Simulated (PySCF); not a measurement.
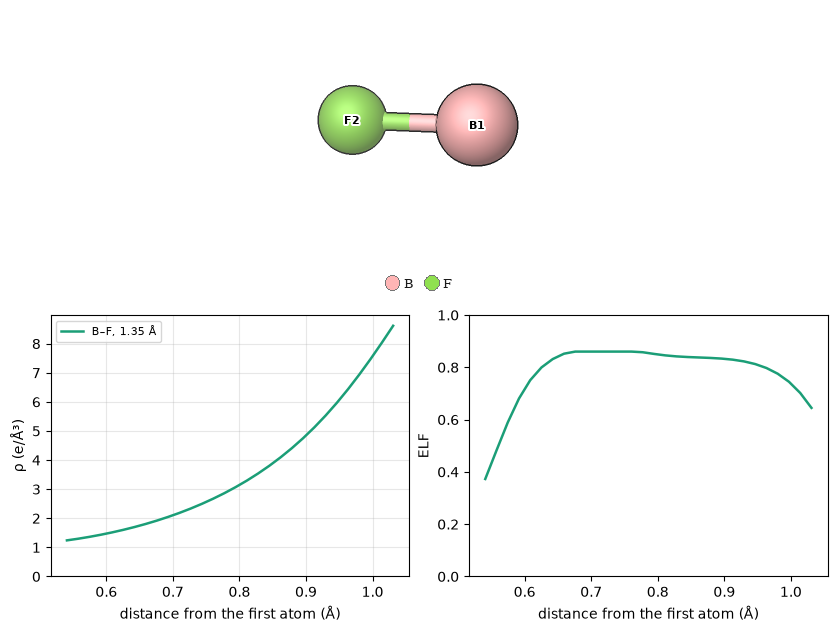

Figure 1: BF (charge −1, doublet). Total electron density and ELF along straight lines between neighbouring atoms. The curves leave out the atomic cores. The structure is drawn too.

Level of theory: PySCF, PBE0/aug-cc-pVDZ(-PP), non-relativistic Hamiltonian with scalar-relativistic core potentials where named, at a bond length of 1.352 Å.

> What kind of bonding do the profiles show?

B–F (1.35 Å): ρ at the midpoint is about 1.9 e/Å³; the ELF peaks at about 0.85 between the atoms: a polar covalent bond.
